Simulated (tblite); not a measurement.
## C$_{4}$H$_{6}$GeN$_{2}$O: geometry relaxation (part 1 of 4)

- system: C$_{4}$H$_{6}$GeN$_{2}$O
- method: GFN2-xTB geometry optimisation, gas phase (tblite 0.8.0)

It belongs to a series of runs on one base structure; here: constitutional isomer.

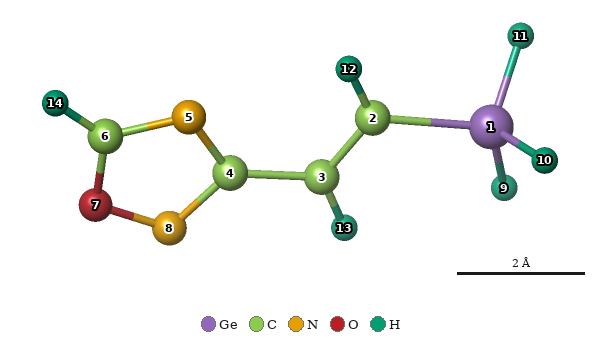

**Figure 1.** The input geometry (ball-and-stick view, seen at a tilt; atoms are numbered from 1 in the order of the input). Sticks mark near contacts. Bond lengths as drawn: C–C 1.33 to 1.48 Å, C–Ge 1.93 Å, C–H 1.08 to 1.09 Å, C–N 1.35 to 1.36 Å, C–O 1.33 Å, Ge–H 1.53 to 1.56 Å and N–O 1.31 Å.

Input file
```
{"job": {"kind": "relax", "xc": "GFN2-xTB", "basis": "xTB"}, "charge": 0, "multiplicity": 1}
Ge     2.931700     0.306500     0.354400
C      1.013700     0.514200     0.454200
C      0.286700    -0.542900     0.118100
C     -1.185400    -0.439300     0.168300
N     -1.943400     0.605800     0.566000
C     -3.250600     0.282000     0.469800
O     -3.297400    -0.969200     0.033900
N     -2.075100    -1.420200    -0.140200
H      3.315000    -0.945300    -0.492100
H      3.563000     0.151100     1.740900
H      3.467800     1.600100    -0.304300
H      0.549400     1.424700     0.794100
H      0.733200    -1.478500    -0.211300
H     -4.109400     0.910400     0.705900
```

The first line tells a small driver script what to run in tblite; the rest is the geometry in Å.

Run on 1 CPU thread, shared host.

Launched with:
```bash
OMP_NUM_THREADS=1 python <driver script> task.json out
```

Output
```
step      E/eV     max force
  0    -635.72626    3.344
  1    -636.06773    1.395
  2    -636.17429    0.821
  3    -636.22517    0.646
  4    -636.25280    0.485
  5    -636.26556    0.433
  6    -636.27454    0.363
  7    -636.28057    0.257
  8    -636.28424    0.214
  9    -636.28627    0.137
 10    -636.28727    0.088
 11    -636.28799    0.105
 12    -636.28878    0.106
 13    -636.28954    0.078
 14    -636.29010    0.057
 15    -636.29042    0.042
 16    -636.29064    0.037
 17    -636.29083    0.043
 18    -636.29101    0.040
 19    -636.29121    0.039
 20    -636.29140    0.043
 21    -636.29158    0.039
 22    -636.29173    0.037
 23    -636.29188    0.040
 24    -636.29208    0.054
 25    -636.29234    0.065
 26    -636.29261    0.049
 27    -636.29284    0.033
 28    -636.29299    0.027
 29    -636.29311    0.036
 30    -636.29325    0.039
 31    -636.29346    0.037
 32    -636.29375    0.049
 33    -636.29407    0.044
 34    -636.29428    0.034
 35    -636.29438    0.024
 36    -636.29445    0.023
 37    -636.29456    0.031
 38    -636.29472    0.040
 39    -636.29491    0.047
 40    -636.29507    0.035
 41    -636.29518    0.026
 42    -636.29528    0.026
 43    -636.29538    0.025
 44    -636.29545    0.019
 45    -636.29549    0.018
 46    -636.29552    0.017
 47    -636.29557    0.021
 48    -636.29564    0.026
 49    -636.29572    0.024
 50    -636.29577    0.019
 51    -636.29580    0.014
 52    -636.29583    0.021
 53    -636.29587    0.023
 54    -636.29592    0.025
 55    -636.29598    0.031
 56    -636.29604    0.030
 57    -636.29612    0.026
 58    -636.29621    0.029
 59    -636.29628    0.022
 60    -636.29634    0.018
 61    -636.29638    0.018
 62    -636.29645    0.024
 63    -636.29653    0.039
 64    -636.29665    0.043
 65    -636.29676    0.033
 66    -636.29686    0.024
 67    -636.29694    0.024
 68    -636.29703    0.029
 69    -636.29718    0.040
 70    -636.29741    0.043
 71    -636.29765    0.037
 72    -636.29781    0.031
 73    -636.29789    0.026
 74    -636.29794    0.020
 75    -636.29797    0.013
 76    -636.29799    0.019
 77    -636.29801    0.006
```

Trajectory as extended XYZ (Å, eV, eV/Å), 58 of the 78 frames kept, from step=0 to step=77
```
14
Properties=species:S:1:pos:R:3:forces:R:3 step=0 energy=-635.72626
Ge    2.9317    0.3065    0.3544    0.7710   0.2210  -0.2330
C     1.0137    0.5142    0.4542    0.5300  -0.3300   0.0710
C     0.2867   -0.5429    0.1181   -1.8470   0.2100   0.0040
C    -1.1854   -0.4393    0.1683   -2.4420  -1.4480  -0.1600
N    -1.9434    0.6058    0.5660   -1.2520   2.0530   0.5820
C    -3.2506    0.2820    0.4698    3.3390   0.1820   0.0500
O    -3.2974   -0.9692    0.0339   -0.9770  -0.0290   0.0370
N    -2.0751   -1.4202   -0.1402    2.0410  -0.7240  -0.4470
H     3.3150   -0.9453   -0.4921   -0.2110   0.6820   0.4270
H     3.5630    0.1511    1.7409   -0.1360   0.0910  -0.4320
H     3.4678    1.6001   -0.3043   -0.0040  -0.5980   0.2790
H     0.5494    1.4247    0.7941   -0.0820   0.0260  -0.0400
H     0.7332   -1.4785   -0.2113   -0.3910   0.2160   0.0610
H    -4.1094    0.9104    0.7059    0.6610  -0.5510  -0.1990
14
Properties=species:S:1:pos:R:3:forces:R:3 step=1 energy=-636.06773
Ge    2.9427    0.3096    0.3511    0.4890   0.1150  -0.1640
C     1.0213    0.5095    0.4552   -0.2750  -0.5880  -0.0360
C     0.2603   -0.5399    0.1182   -1.0710   0.3820   0.0870
C    -1.2203   -0.4600    0.1661   -0.4070  -0.0710   0.1680
N    -1.9612    0.6352    0.5743    0.4290   0.8760   0.1960
C    -3.2029    0.2846    0.4706    0.1470   0.3230   0.1360
O    -3.3113   -0.9696    0.0345    0.1220  -0.1080  -0.0210
N    -2.0460   -1.4306   -0.1466    0.1760  -0.5780  -0.2950
H     3.3120   -0.9355   -0.4860   -0.1620   0.5860   0.3530
H     3.5611    0.1524    1.7347   -0.1030   0.0900  -0.3670
H     3.4677    1.5915   -0.3004    0.0410  -0.4610   0.2100
H     0.5483    1.4251    0.7935    0.0800  -0.1210  -0.0830
H     0.7277   -1.4754   -0.2104   -0.5670   0.3580   0.1090
H    -4.1000    0.9026    0.7030    1.1010  -0.8040  -0.2950
14
Properties=species:S:1:pos:R:3:forces:R:3 step=3 energy=-636.22517
Ge    2.9603    0.3145    0.3445   -0.3160   0.0080   0.0540
C     1.0130    0.4901    0.4561   -0.1890  -0.2050  -0.0100
C     0.2127   -0.5309    0.1197    0.1180   0.1440   0.0710
C    -1.2421   -0.4623    0.1736    0.1830   0.1550   0.0360
N    -1.9512    0.6659    0.5805    0.4480  -0.3860  -0.1360
C    -3.1751    0.2898    0.4729   -0.0650  -0.2590  -0.0970
O    -3.3061   -0.9695    0.0353    0.2620   0.0700   0.0190
N    -2.0373   -1.4490   -0.1571   -0.2350   0.3970   0.1530
H     3.3048   -0.9079   -0.4696   -0.0250   0.2460   0.1140
H     3.5565    0.1569    1.7173   -0.0160   0.0740  -0.1720
H     3.4706    1.5706   -0.2909    0.1380  -0.1170   0.0370
H     0.5534    1.4176    0.7891    0.1350  -0.1300  -0.0520
H     0.6968   -1.4566   -0.2047   -0.6260   0.1570   0.0370
H    -4.0569    0.8704    0.6913    0.1880  -0.1560  -0.0550
14
Properties=species:S:1:pos:R:3:forces:R:3 step=4 energy=-636.25280
Ge    2.9579    0.3161    0.3439   -0.4510   0.0260   0.1090
C     1.0070    0.4808    0.4564    0.1250   0.1870   0.0820
C     0.2019   -0.5261    0.1214    0.1000  -0.1030   0.0030
C    -1.2448   -0.4596    0.1765    0.3070   0.1070  -0.0290
N    -1.9397    0.6653    0.5791    0.0600  -0.3170  -0.0790
C    -3.1664    0.2846    0.4711    0.1330  -0.0550  -0.0360
O    -3.2990   -0.9674    0.0361    0.0530  -0.0040  -0.0090
N    -2.0399   -1.4448   -0.1564   -0.0340   0.1440   0.0850
H     3.3023   -0.8946   -0.4625    0.0220   0.0820   0.0060
H     3.5548    0.1599    1.7086    0.0100   0.0640  -0.0760
H     3.4746    1.5621   -0.2875    0.1450  -0.0140  -0.0110
H     0.5579    1.4125    0.7866    0.0930  -0.0700  -0.0150
H     0.6739   -1.4476   -0.2022   -0.4710  -0.1020  -0.0520
H    -4.0414    0.8584    0.6869   -0.0930   0.0540   0.0220
14
Properties=species:S:1:pos:R:3:forces:R:3 step=5 energy=-636.26556
Ge    2.9493    0.3172    0.3455   -0.3080   0.0530   0.0800
C     1.0070    0.4805    0.4581    0.0500   0.0100   0.0100
C     0.1984   -0.5261    0.1220    0.2460   0.1010   0.0650
C    -1.2403   -0.4566    0.1772    0.0520  -0.0920  -0.0850
N    -1.9341    0.6603    0.5773    0.0290  -0.0150   0.0220
C    -3.1607    0.2822    0.4699   -0.0040   0.0390   0.0030
O    -3.2952   -0.9668    0.0362   -0.0040  -0.0290  -0.0170
N    -2.0413   -1.4415   -0.1550    0.1840  -0.0110   0.0230
H     3.3016   -0.8877   -0.4594    0.0210   0.0290  -0.0240
H     3.5543    0.1622    1.7036    0.0110   0.0580  -0.0270
H     3.4787    1.5582   -0.2862    0.1170  -0.0090  -0.0080
H     0.5614    1.4092    0.7853    0.0180   0.0580   0.0380
H     0.6564   -1.4459   -0.2021   -0.3110  -0.2800  -0.1120
H    -4.0362    0.8541    0.6854   -0.1010   0.0880   0.0340
14
Properties=species:S:1:pos:R:3:forces:R:3 step=7 energy=-636.28057
Ge    2.9296    0.3213    0.3499    0.1650   0.0430  -0.0290
C     1.0087    0.4821    0.4609   -0.0720  -0.0310  -0.0070
C     0.2037   -0.5242    0.1247    0.0160  -0.0310  -0.0090
C    -1.2333   -0.4566    0.1748   -0.0600  -0.0080   0.0100
N    -1.9272    0.6563    0.5770   -0.0850   0.1370   0.0440
C    -3.1560    0.2819    0.4691    0.0160   0.0470   0.0180
O    -3.2898   -0.9674    0.0356    0.0440  -0.0300  -0.0120
N    -2.0344   -1.4410   -0.1535    0.1200  -0.1180  -0.0450
H     3.3014   -0.8782   -0.4570   -0.0170   0.0290  -0.0090
H     3.5540    0.1679    1.6972   -0.0050   0.0510   0.0240
H     3.4886    1.5529   -0.2847    0.0470  -0.0330   0.0170
H     0.5655    1.4093    0.7863   -0.0550   0.1160   0.0650
H     0.6229   -1.4582   -0.2077   -0.0900  -0.2250  -0.0870
H    -4.0343    0.8535    0.6853   -0.0250   0.0540   0.0190
14
Properties=species:S:1:pos:R:3:forces:R:3 step=8 energy=-636.28424
Ge    2.9270    0.3236    0.3507    0.2090   0.0220  -0.0380
C     1.0078    0.4824    0.4618   -0.0500   0.0060   0.0000
C     0.2055   -0.5249    0.1252   -0.0760  -0.1200  -0.0480
C    -1.2320   -0.4566    0.1743   -0.0390   0.0280   0.0400
N    -1.9270    0.6578    0.5778   -0.0030   0.0740   0.0130
C    -3.1541    0.2828    0.4692   -0.0760  -0.0070   0.0040
O    -3.2869   -0.9682    0.0351    0.0490  -0.0250  -0.0090
N    -2.0297   -1.4433   -0.1539    0.0380   0.0070  -0.0080
H     3.3009   -0.8745   -0.4564   -0.0190   0.0190  -0.0100
H     3.5538    0.1708    1.6956   -0.0030   0.0470   0.0430
H     3.4928    1.5504   -0.2839    0.0410  -0.0090   0.0080
H     0.5657    1.4118    0.7880   -0.0510   0.0490   0.0440
H     0.6099   -1.4672   -0.2114   -0.0440  -0.1050  -0.0430
H    -4.0344    0.8545    0.6857    0.0240   0.0130   0.0040
14
Properties=species:S:1:pos:R:3:forces:R:3 step=9 energy=-636.28627
Ge    2.9288    0.3253    0.3506    0.1350   0.0070  -0.0220
C     1.0066    0.4828    0.4624   -0.0580  -0.0760  -0.0330
C     0.2052   -0.5276    0.1246   -0.0260  -0.0240  -0.0190
C    -1.2320   -0.4562    0.1747    0.0160   0.0810   0.0570
N    -1.9267    0.6599    0.5785   -0.0540  -0.0200  -0.0170
C    -3.1544    0.2831    0.4693    0.0160  -0.0350  -0.0090
O    -3.2845   -0.9692    0.0347    0.0220  -0.0080  -0.0020
N    -2.0261   -1.4442   -0.1542   -0.0490   0.0550   0.0100
H     3.3004   -0.8720   -0.4562   -0.0110   0.0020  -0.0170
H     3.5537    0.1735    1.6955    0.0040   0.0420   0.0540
H     3.4962    1.5489   -0.2833    0.0500   0.0240  -0.0080
H     0.5649    1.4140    0.7898   -0.0420  -0.0170   0.0210
H     0.6013   -1.4743   -0.2144   -0.0170  -0.0320  -0.0170
H    -4.0340    0.8554    0.6860    0.0150   0.0030   0.0000
14
Properties=species:S:1:pos:R:3:forces:R:3 step=11 energy=-636.28799
Ge    2.9350    0.3268    0.3498   -0.0250   0.0050   0.0120
C     1.0047    0.4805    0.4614    0.0460  -0.0290  -0.0210
C     0.2041   -0.5307    0.1232    0.0080   0.0100  -0.0010
C    -1.2321   -0.4534    0.1770    0.0040   0.0180   0.0110
N    -1.9285    0.6613    0.5786   -0.0180  -0.0060   0.0030
C    -3.1551    0.2820    0.4691   -0.0080  -0.0110  -0.0050
O    -3.2827   -0.9702    0.0343   -0.0310   0.0060   0.0020
N    -2.0249   -1.4422   -0.1538   -0.0190   0.0330   0.0150
H     3.2997   -0.8707   -0.4573    0.0090  -0.0140  -0.0220
H     3.5539    0.1773    1.6983    0.0070   0.0370   0.0400
H     3.5011    1.5495   -0.2835    0.0560   0.0410  -0.0180
H     0.5624    1.4138    0.7918   -0.0100  -0.1040  -0.0120
H     0.5951   -1.4805   -0.2172   -0.0180   0.0220   0.0000
H    -4.0333    0.8562    0.6862    0.0010  -0.0080  -0.0040
14
Properties=species:S:1:pos:R:3:forces:R:3 step=12 energy=-636.28878
Ge    2.9378    0.3276    0.3497   -0.0550   0.0120   0.0170
C     1.0050    0.4785    0.4603    0.0690  -0.0180  -0.0150
C     0.2035   -0.5321    0.1224    0.0200   0.0270   0.0090
C    -1.2322   -0.4515    0.1786   -0.0140  -0.0170  -0.0150
N    -1.9299    0.6619    0.5787   -0.0140   0.0180   0.0190
C    -3.1560    0.2811    0.4688   -0.0020   0.0190   0.0030
O    -3.2828   -0.9706    0.0341   -0.0370   0.0120   0.0030
N    -2.0250   -1.4401   -0.1532    0.0090  -0.0180   0.0040
H     3.2996   -0.8706   -0.4585    0.0160  -0.0090  -0.0140
H     3.5542    0.1803    1.7010    0.0020   0.0340   0.0180
H     3.5050    1.5511   -0.2842    0.0450   0.0250  -0.0100
H     0.5609    1.4106    0.7924    0.0010  -0.1050  -0.0160
H     0.5918   -1.4827   -0.2185   -0.0150   0.0230  -0.0020
H    -4.0327    0.8562    0.6862   -0.0240  -0.0010  -0.0020
14
Properties=species:S:1:pos:R:3:forces:R:3 step=14 energy=-636.29010
Ge    2.9409    0.3302    0.3501   -0.0070   0.0120  -0.0010
C     1.0086    0.4735    0.4575    0.0310  -0.0150  -0.0040
C     0.2030   -0.5339    0.1213    0.0060   0.0110   0.0050
C    -1.2328   -0.4485    0.1808   -0.0150  -0.0340  -0.0280
N    -1.9325    0.6637    0.5800    0.0020   0.0110   0.0190
C    -3.1578    0.2805    0.4686    0.0040   0.0430   0.0130
O    -3.2838   -0.9706    0.0341   -0.0070   0.0170   0.0050
N    -2.0248   -1.4376   -0.1518    0.0080  -0.0500  -0.0050
H     3.3002   -0.8698   -0.4609    0.0220   0.0160   0.0160
H     3.5547    0.1881    1.7062   -0.0130   0.0260  -0.0230
H     3.5151    1.5544   -0.2854    0.0080  -0.0210   0.0140
H     0.5581    1.3996    0.7930    0.0110  -0.0350  -0.0010
H     0.5834   -1.4863   -0.2215    0.0050   0.0070  -0.0130
H    -4.0331    0.8562    0.6859   -0.0560   0.0110   0.0020
14
Properties=species:S:1:pos:R:3:forces:R:3 step=15 energy=-636.29042
Ge    2.9414    0.3311    0.3502    0.0200   0.0050  -0.0100
C     1.0104    0.4719    0.4567    0.0000  -0.0140  -0.0010
C     0.2030   -0.5341    0.1211   -0.0040  -0.0090  -0.0040
C    -1.2332   -0.4484    0.1808   -0.0050  -0.0190  -0.0130
N    -1.9329    0.6643    0.5807    0.0110  -0.0060   0.0070
C    -3.1581    0.2813    0.4688   -0.0020   0.0280   0.0110
O    -3.2841   -0.9702    0.0342    0.0020   0.0150   0.0050
N    -2.0247   -1.4379   -0.1515   -0.0120  -0.0210   0.0000
H     3.3008   -0.8691   -0.4611    0.0230   0.0200   0.0220
H     3.5545    0.1908    1.7070   -0.0150   0.0230  -0.0250
H     3.5180    1.5547   -0.2855   -0.0010  -0.0260   0.0160
H     0.5577    1.3958    0.7930    0.0110  -0.0030   0.0080
H     0.5811   -1.4869   -0.2225    0.0130  -0.0010  -0.0160
H    -4.0344    0.8564    0.6859   -0.0420   0.0060   0.0000
14
Properties=species:S:1:pos:R:3:forces:R:3 step=16 energy=-636.29064
Ge    2.9419    0.3317    0.3501    0.0250  -0.0020  -0.0120
C     1.0115    0.4707    0.4563   -0.0190  -0.0110   0.0010
C     0.2029   -0.5344    0.1209   -0.0080  -0.0220  -0.0120
C    -1.2335   -0.4488    0.1804    0.0010  -0.0050   0.0020
N    -1.9329    0.6644    0.5812    0.0130  -0.0150  -0.0030
C    -3.1584    0.2823    0.4691   -0.0050   0.0100   0.0070
O    -3.2844   -0.9696    0.0343    0.0010   0.0130   0.0060
N    -2.0250   -1.4385   -0.1513   -0.0260   0.0080   0.0040
H     3.3017   -0.8684   -0.4608    0.0250   0.0170   0.0210
H     3.5541    0.1928    1.7069   -0.0120   0.0210  -0.0190
H     3.5196    1.5545   -0.2852   -0.0030  -0.0190   0.0120
H     0.5577    1.3934    0.7932    0.0120   0.0150   0.0130
H     0.5802   -1.4871   -0.2233    0.0160  -0.0070  -0.0180
H    -4.0360    0.8566    0.6859   -0.0200  -0.0020  -0.0030
14
Properties=species:S:1:pos:R:3:forces:R:3 step=18 energy=-636.29101
Ge    2.9436    0.3325    0.3494   -0.0130  -0.0080  -0.0040
C     1.0124    0.4681    0.4555   -0.0240  -0.0020   0.0010
C     0.2026   -0.5360    0.1199   -0.0040  -0.0200  -0.0140
C    -1.2341   -0.4499    0.1801    0.0000   0.0060   0.0180
N    -1.9325    0.6641    0.5820    0.0020  -0.0050  -0.0070
C    -3.1591    0.2845    0.4701    0.0000  -0.0150   0.0000
O    -3.2853   -0.9678    0.0351   -0.0170   0.0060   0.0060
N    -2.0269   -1.4389   -0.1508   -0.0280   0.0290   0.0030
H     3.3050   -0.8666   -0.4592    0.0320  -0.0050   0.0080
H     3.5528    0.1974    1.7060   -0.0020   0.0130   0.0050
H     3.5221    1.5533   -0.2842    0.0020   0.0070  -0.0050
H     0.5585    1.3901    0.7943    0.0130   0.0170   0.0130
H     0.5800   -1.4880   -0.2260    0.0110  -0.0130  -0.0200
H    -4.0397    0.8567    0.6856    0.0270  -0.0110  -0.0050
14
Properties=species:S:1:pos:R:3:forces:R:3 step=19 energy=-636.29121
Ge    2.9445    0.3328    0.3488   -0.0350  -0.0060   0.0030
C     1.0123    0.4665    0.4551   -0.0160   0.0020   0.0000
C     0.2023   -0.5374    0.1190   -0.0030  -0.0080  -0.0090
C    -1.2346   -0.4504    0.1803   -0.0060   0.0020   0.0140
N    -1.9323    0.6639    0.5823   -0.0050   0.0060  -0.0020
C    -3.1594    0.2854    0.4707    0.0060  -0.0160  -0.0010
O    -3.2864   -0.9667    0.0356   -0.0220   0.0010   0.0040
N    -2.0287   -1.4385   -0.1505   -0.0140   0.0160  -0.0010
H     3.3077   -0.8657   -0.4580    0.0350  -0.0170   0.0010
H     3.5520    0.2004    1.7057    0.0030   0.0090   0.0150
H     3.5237    1.5528   -0.2837    0.0020   0.0170  -0.0120
H     0.5593    1.3888    0.7953    0.0120   0.0080   0.0100
H     0.5801   -1.4890   -0.2281    0.0040  -0.0090  -0.0180
H    -4.0412    0.8566    0.6854    0.0380  -0.0060  -0.0030
14
Properties=species:S:1:pos:R:3:forces:R:3 step=20 energy=-636.29140
Ge    2.9448    0.3330    0.3482   -0.0420  -0.0020   0.0070
C     1.0118    0.4648    0.4546   -0.0050   0.0030  -0.0030
C     0.2019   -0.5391    0.1178   -0.0040   0.0050  -0.0020
C    -1.2352   -0.4508    0.1809   -0.0110  -0.0050   0.0030
N    -1.9322    0.6639    0.5826   -0.0090   0.0130   0.0040
C    -3.1597    0.2862    0.4713    0.0090  -0.0090  -0.0010
O    -3.2878   -0.9655    0.0363   -0.0170  -0.0050   0.0020
N    -2.0307   -1.4378   -0.1502    0.0030  -0.0060  -0.0050
H     3.3113   -0.8650   -0.4568    0.0350  -0.0240  -0.0030
H     3.5512    0.2038    1.7056    0.0040   0.0050   0.0200
H     3.5255    1.5526   -0.2835   -0.0030   0.0200  -0.0160
H     0.5603    1.3874    0.7966    0.0090  -0.0030   0.0060
H     0.5802   -1.4902   -0.2307   -0.0050   0.0000  -0.0150
H    -4.0420    0.8564    0.6851    0.0360   0.0070   0.0030
14
Properties=species:S:1:pos:R:3:forces:R:3 step=22 energy=-636.29173
Ge    2.9435    0.3333    0.3476   -0.0020   0.0010   0.0030
C     1.0107    0.4621    0.4536    0.0050   0.0000  -0.0060
C     0.2008   -0.5416    0.1157   -0.0080   0.0140   0.0040
C    -1.2366   -0.4518    0.1817   -0.0060  -0.0110  -0.0150
N    -1.9322    0.6641    0.5833   -0.0010  -0.0030   0.0050
C    -3.1598    0.2869    0.4723    0.0030   0.0040   0.0000
O    -3.2905   -0.9639    0.0374    0.0080  -0.0100  -0.0030
N    -2.0339   -1.4372   -0.1498    0.0170  -0.0280  -0.0040
H     3.3190   -0.8650   -0.4548    0.0240  -0.0140   0.0060
H     3.5499    0.2097    1.7065   -0.0040   0.0020   0.0130
H     3.5279    1.5531   -0.2838   -0.0200   0.0060  -0.0110
H     0.5624    1.3851    0.7990   -0.0050  -0.0120   0.0020
H     0.5796   -1.4921   -0.2357   -0.0190   0.0170  -0.0070
H    -4.0414    0.8567    0.6849    0.0100   0.0330   0.0140
14
Properties=species:S:1:pos:R:3:forces:R:3 step=23 energy=-636.29188
Ge    2.9426    0.3334    0.3475    0.0280  -0.0020  -0.0020
C     1.0101    0.4611    0.4530    0.0060  -0.0010  -0.0050
C     0.2000   -0.5423    0.1149   -0.0070   0.0110   0.0010
C    -1.2374   -0.4524    0.1818    0.0020  -0.0070  -0.0160
N    -1.9322    0.6641    0.5837    0.0050  -0.0170   0.0000
C    -3.1597    0.2871    0.4726   -0.0040   0.0040   0.0010
O    -3.2915   -0.9635    0.0378    0.0170  -0.0100  -0.0040
N    -2.0349   -1.4375   -0.1498    0.0110  -0.0210  -0.0010
H     3.3231   -0.8655   -0.4537    0.0150  -0.0020   0.0140
H     3.5493    0.2123    1.7072   -0.0100   0.0020   0.0050
H     3.5283    1.5535   -0.2844   -0.0290  -0.0040  -0.0060
H     0.5632    1.3839    0.8001   -0.0120  -0.0100   0.0020
H     0.5789   -1.4923   -0.2381   -0.0210   0.0190  -0.0050
H    -4.0405    0.8577    0.6852    0.0000   0.0370   0.0160
```
